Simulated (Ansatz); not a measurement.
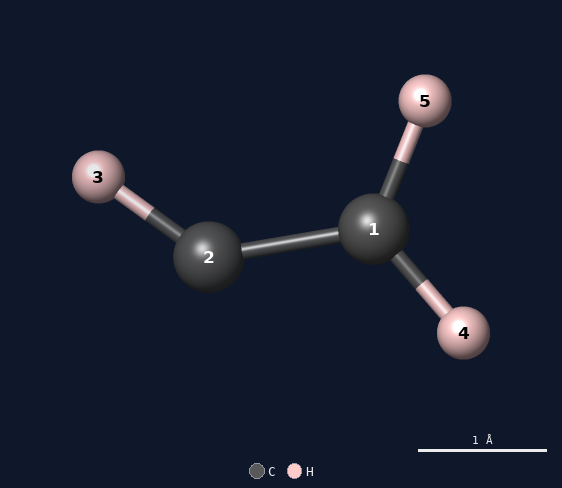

The picture comes from a calculation with Ansatz.

The species is neutral and a spin doublet. Geometry: a fixed input geometry, not necessarily a minimum.

Q: What is the geometry at C2?

A: C2 has 2 neighbours (C1 at 1.33, H3 at 1.08 Å); the arrangement is bent.

Q: What is the geometry at C1?

A: C1 has 3 neighbours (C2 at 1.33, H4 at 1.08, H5 at 1.09 Å); the arrangement is trigonal planar.
